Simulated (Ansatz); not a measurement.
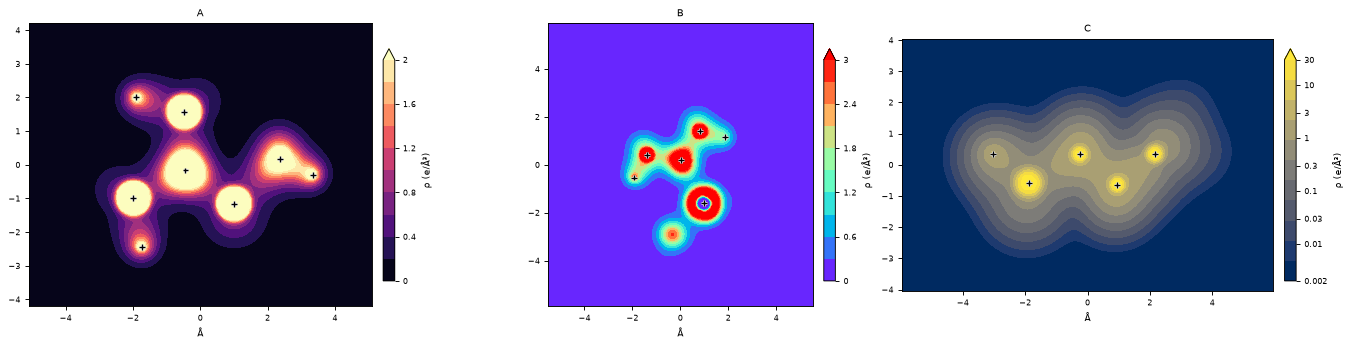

The electron density of 3 systems, each on a plane through atoms (crosses mark nuclei in the plane).

Theory: Ansatz 0.2.0, RKS PBE0-D4/def2-TZVPP.

System 1: C3H11BSi (SMILES CBCC[SiH3]), the plane of atoms B2, C3 and C4. Geometry: PBE0-D4/def2-TZVP.

```yaml
atoms:
  - { symbol: C, position_ang: [-1.6487, 0.1707, -1.9551] }
  - { symbol: B, position_ang: [-0.4173, -0.6153, -1.4139] }
  - { symbol: C, position_ang: [-0.1416, -0.8117, 0.1079] }
  - { symbol: C, position_ang: [0.7824, 0.3966, 0.4194] }
  - { symbol: Si, position_ang: [1.3106, 0.4242, 2.2198] }
  - { symbol: H, position_ang: [-1.4195, 0.8180, -2.8056] }
  - { symbol: H, position_ang: [-2.2035, 0.7349, -1.2014] }
  - { symbol: H, position_ang: [-2.3366, -0.5922, -2.3528] }
  - { symbol: H, position_ang: [0.3941, -1.0380, -2.1966] }
  - { symbol: H, position_ang: [0.3850, -1.7385, 0.3505] }
  - { symbol: H, position_ang: [-1.0385, -0.7517, 0.7324] }
  - { symbol: H, position_ang: [1.6824, 0.3698, -0.2059] }
  - { symbol: H, position_ang: [0.2778, 1.3428, 0.1921] }
  - { symbol: H, position_ang: [2.0439, -0.8285, 2.5477] }
  - { symbol: H, position_ang: [0.1105, 0.5104, 3.0956] }
  - { symbol: H, position_ang: [2.1961, 1.5859, 2.5098] }
```

System 2: CH9NSi3 (SMILES C[Si]N([SiH3])[SiH3]), the plane of atoms Si2, C1 and H8. Geometry: PBE0-D4/def2-TZVP.

| atom | x (Å) | y (Å) | z (Å) |
| --- | --- | --- | --- |
| C | -0.2235 | 2.3469 | 0.3967 |
| Si | -1.3617 | 1.0173 | -0.3496 |
| N | -0.3546 | -0.4029 | -0.2270 |
| Si | -1.0066 | -1.9188 | -0.8125 |
| Si | 1.2642 | -0.4495 | 0.4344 |
| H | 0.7068 | 2.4567 | -0.1738 |
| H | 0.0546 | 2.1185 | 1.4327 |
| H | -0.7328 | 3.3133 | 0.3930 |
| H | -1.0522 | -2.9192 | 0.2867 |
| H | -2.3751 | -1.6684 | -1.3262 |
| H | -0.1487 | -2.4647 | -1.8974 |
| H | 1.7540 | -1.8514 | 0.3422 |
| H | 1.2769 | -0.0352 | 1.8601 |
| H | 2.1857 | 0.4281 | -0.3305 |

System 3: C3H11HfNO3, the plane of atoms C2, N3 and C4. Geometry: PBE0-D4/def2-TZVP; core potentials replace the inner electrons of Hf.

```xyz
19

C     2.2783    0.1399   -0.8004
C     1.3535   -0.3586    0.3007
N    -0.0326   -0.4995   -0.0987
C    -0.2784   -1.5976   -1.0013
Hf   -1.4166    0.7908    0.6515
O    -0.5795    2.5453    0.6863
O    -2.9744    0.6464   -0.4927
O    -1.8824    0.2896    2.4745
H     1.9464    1.1168   -1.1595
H     3.3018    0.2382   -0.4291
H     2.2997   -0.5470   -1.6491
H     1.7273   -1.3197    0.6889
H     1.4104    0.3448    1.1423
H     0.0424   -2.5562   -0.5658
H     0.2431   -1.4839   -1.9612
H    -1.3452   -1.6743   -1.2247
H    -0.4509    3.4144    1.0509
H    -3.8525    0.8491   -0.7967
H    -1.7903   -0.3385    3.1841
```

### Which map belongs to which system?

Panel A is system 2, CH9NSi3: the plane holds C, Si, N and H. Si–N (1.75 Å): the density is about 1 e/Å³ at the midpoint. Panel B is system 3, C3H11HfNO3: the plane holds C, N, Hf and H. C–N (1.44 Å): ρ is about 2 e/Å³ halfway. Panel C is system 1, C3H11BSi: the plane holds B, C, Si and H. C–C (1.55 Å): the density is about 1.5 e/Å³ at the midpoint.
